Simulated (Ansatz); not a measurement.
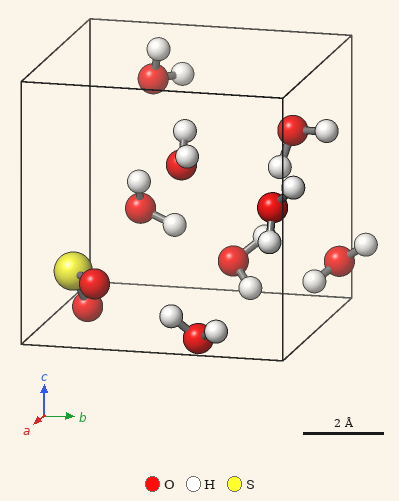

Starting frame of a dynamics run of a periodic cell with 8 H2O + 1 SO2 at 1.101 g/cm³. It starts from the last geometry of an earlier run, with fresh velocities. Style: ball-and-stick. Shown: the simulation cell, slightly off an axis.

Level of theory: DFT PBE-D3(BJ), scalar-relativistic, plane waves, PAW in Ansatz 0.2.0.

Input
```yaml
crystal:
  lattice:
    - [6.796884, 0.0, 0.0]
    - [0.0, 6.796884, 0.0]
    - [0.0, 0.0, 6.796884]
  atoms:
    - { symbol: O, position: [0.0318268, 0.24713292, 0.79229165] }
    - { symbol: H, position: [0.08724629, 0.28183478, 0.92042151] }
    - { symbol: H, position: [-0.08682886, 0.32755476, 0.78739397] }
    - { symbol: O, position: [0.1120378, 0.979385, 0.16248988] }
    - { symbol: H, position: [0.15030005, 1.09064938, 0.24194938] }
    - { symbol: H, position: [0.21764973, 0.91166621, 0.10706377] }
    - { symbol: O, position: [0.85312175, 0.63545403, 1.0241902] }
    - { symbol: H, position: [0.89680642, 0.54319827, 1.11340167] }
    - { symbol: H, position: [0.95610081, 0.73008528, 1.08109112] }
    - { symbol: O, position: [0.38446903, 0.87327115, 0.71928858] }
    - { symbol: H, position: [0.42058935, 0.83294906, 0.58565391] }
    - { symbol: H, position: [0.43415243, 1.0154676, 0.73784773] }
    - { symbol: O, position: [0.55232317, 0.49174486, 0.60457024] }
    - { symbol: H, position: [0.67127951, 0.54443301, 0.66752824] }
    - { symbol: H, position: [0.46127386, 0.48116569, 0.71066584] }
    - { symbol: O, position: [0.28377974, 0.61941766, 0.18205613] }
    - { symbol: H, position: [0.22019084, 0.72237969, 0.26693296] }
    - { symbol: H, position: [0.37202937, 0.70751452, 0.10576161] }
    - { symbol: O, position: [0.2908633, 0.26672169, 0.36266721] }
    - { symbol: H, position: [0.31148941, 0.40248289, 0.31255448] }
    - { symbol: H, position: [0.35906158, 0.2785414, 0.48102221] }
    - { symbol: O, position: [-0.15626661, 0.91672095, 0.53781051] }
    - { symbol: H, position: [-0.08949744, 0.92229385, 0.422489] }
    - { symbol: H, position: [-0.10093293, 1.01035841, 0.63311407] }
    - { symbol: S, position: [0.57706706, 0.0848487, 1.18022059] }
    - { symbol: O, position: [0.75360092, 0.2122632, 1.18193388] }
    - { symbol: O, position: [0.43866075, 0.1033287, 1.01359524] }
basis:
  ecutwfc: 420.0
kpoints:
  mp_grid: { grid: [1, 1, 1] }
hamiltonian:
  xc: pbe
  dispersion: d3bj
scf:
  occupations: { method: fermi_dirac, width: 0.02 }
  lower_state_search: "off"
md:
  timestep: 0.5
  n_steps: 400
  ensemble: nvt_langevin
  temperature: 1000.0
  initial_velocities: maxwell_boltzmann
  seed: 174815
  friction: 0.005
```

Launched with:
```bash
ansatz run input.yaml --threads 1 --pin off --max-ram 3072MiB --backend cpu --events-out ev --progress --plain --runs-dir out
```

### What does the trajectory do?

Over the second half the temperature averages 945 K (spread ±73 K). The potential energy in the second half lies on average 2.1 meV per atom above the first frame. Root-mean-square distances from the starting positions over the second half, with the common drift of all atoms taken out: H 1.85 Å, O 1.35 Å, S 1.11 Å. The molecules turn and drift from their places.

Along the run (each row but the first and the last is the mean over the interval that it begins):

```tsv
time (fs)	potential energy (meV/atom)	T (K)
0.0	0.0	963
20.0	6.6	973
40.0	2.6	1044
60.0	-2.0	1071
80.0	-5.1	1069
100.0	-2.8	972
120.0	6.9	913
140.0	6.1	903
160.0	7.6	925
180.0	-7.3	1013
200.0	-3.3	955
```

The paths of the atoms:

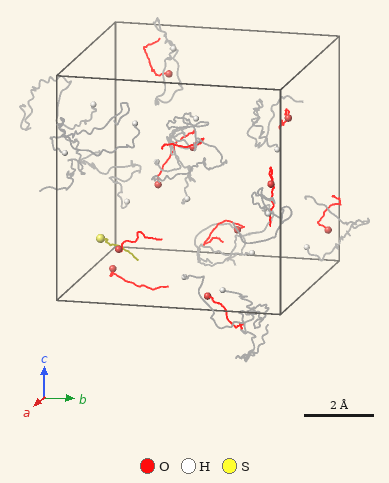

Limits of the set-up: the periodic images lie only 6.8 Å apart, so the values are limited by the cell's size.
